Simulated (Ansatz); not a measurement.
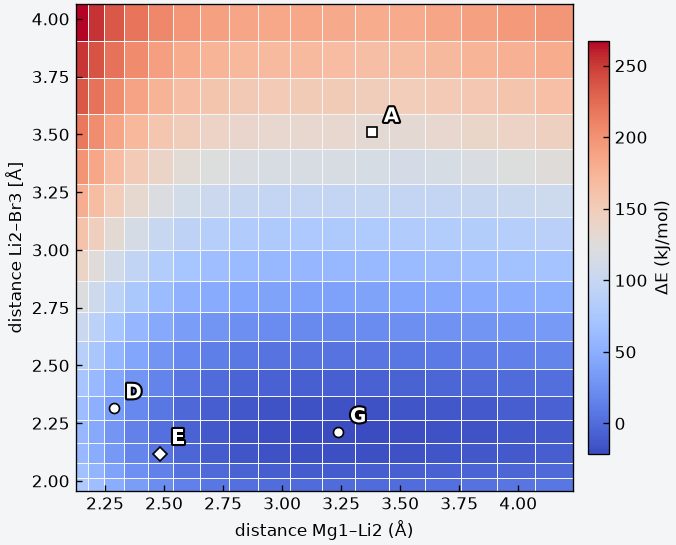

The system Mg + LiBr. The first coordinate is: distance Mg1–Li2; the second: distance Li2–Br3. Nothing is relaxed (the angle Mg1–Li2–Br3 is fixed at 180 degrees). The scan uses a 17 × 17 grid. All energies are given in kJ/mol relative to Mg far from the relaxed LiBr (each part in its own basis). Computed with Ansatz, RKS PBE0-D4/def2-SVPD.

Drawn: one coloured cell a grid point, lettered points.

**Is G the lowest point of the computed grid?**

Yes. G, at distance Mg1–Li2 = 3.238 Å, distance Li2–Br3 = 2.211 Å, has the lowest energy of the grid.

**What kind of point is each of A, D, E, G: minimum, saddle, maximum or slope?**

A: on a slope; D: on a slope; E: on a slope; G: minimum. (In these two coordinates alone; a stationary point may lie a little off the grid point.)
